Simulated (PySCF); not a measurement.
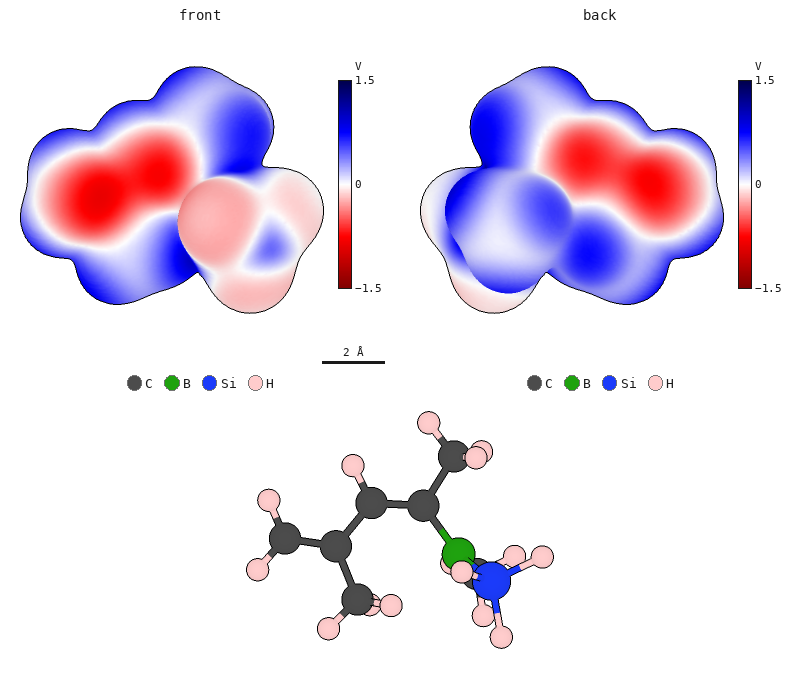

Figure. C7H15BSi (SMILES C=C(C)/C=C(/C)B(C)[SiH3]). The molecular electrostatic potential painted on the density surface at 0.002 e/bohr³, seen from the front and from behind; the colour scale runs from red (negative) to blue (positive). The bare structure is drawn below in the same view.

Geometry: GFN2-xTB.

These are results of PySCF 2.14.0, PBE0/pcSseg-1, SCF density, gas phase, non-relativistic, not measurements.

```xyz
24

C     2.7173    0.0942    1.9931
C     1.6860    0.2078    1.1529
C     1.1778    1.5548    0.7354
C     1.0400   -0.9775    0.6195
C    -0.0417   -1.0084   -0.1725
C    -0.6097   -2.3485   -0.5788
B    -0.8784    0.1798   -0.7285
C    -0.4883    0.8213   -2.1194
Si   -2.6129    0.6092    0.1097
H     3.2125    0.9555    2.4085
H     3.1046   -0.8655    2.2912
H     1.5169    1.7871   -0.2729
H     1.5397    2.3296    1.4078
H     0.0865    1.5700    0.7348
H     1.4889   -1.9125    0.9385
H    -0.6808   -2.4204   -1.6641
H     0.0116   -3.1641   -0.2143
H    -1.6157   -2.4662   -0.1745
H    -0.7332    1.8796   -2.1962
H     0.5550    0.6908   -2.4027
H    -1.0841    0.3236   -2.8881
H    -2.9877    2.0296    0.0106
H    -2.6973    0.2817    1.5409
H    -3.7188   -0.1318   -0.5232
```

Where is the surface potential most negative and most positive?

Answer. The most negative region (about −0.8 V, or −18 kcal/mol for a unit charge) lies over the π face of C1, C2 and C4, the most positive (about +1.1 V, or +25 kcal/mol for a unit charge) over B7.

What dipole moment does the calculation give?

Answer. Its dipole moment is 1.17 D.
